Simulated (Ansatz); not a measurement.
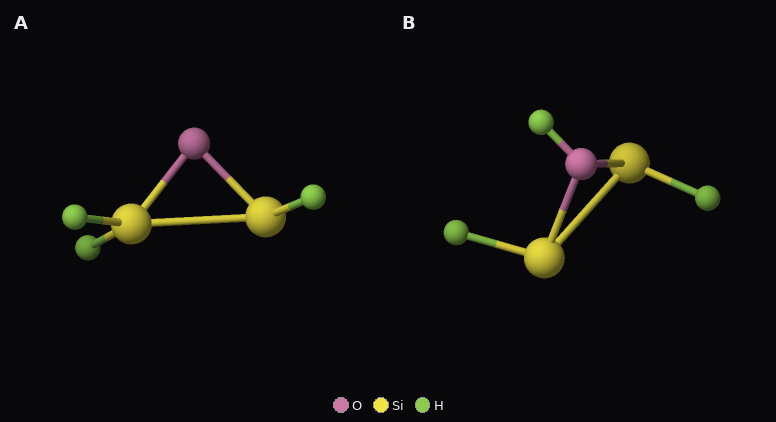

2 stationary structures of one formula. Charge 0, doublet. Geometries: PBE0-D4/def2-TZVP. Electronic energies: UHF-CCSD(T) (frozen core)/def2-TZVPP (Ansatz 0.2.0), without zero-point energy. No frequency run is at hand to confirm each as a minimum.

Question: Which is lowest in energy, and by how much?

Answer: A is lowest (C1); B lies 1.134 eV above it (C1).

Give E(B) − E(A) in eV at these levels too: r2SCAN-D4/def2-TZVPP; PBE0-D4/def2-TZVP; UHF-CCSD(T) (frozen core)/def2-TZVPP; PBE-D4/def2-TZVPP; B3LYP-D4/def2-TZVPP; PBE0-D4/def2-TZVPP; ωB97M-V/def2-TZVPP.

```tsv
level	E(B) − E(A) (eV)
r2SCAN-D4/def2-TZVPP	+1.232
PBE0-D4/def2-TZVP	+1.117
UHF-CCSD(T) (frozen core)/def2-TZVPP	+1.134
PBE-D4/def2-TZVPP	+0.992
B3LYP-D4/def2-TZVPP	+1.077
PBE0-D4/def2-TZVPP	+1.082
ωB97M-V/def2-TZVPP	+1.054
```

The determinant isn't a pure spin state (⟨S²⟩ up to 0.89).
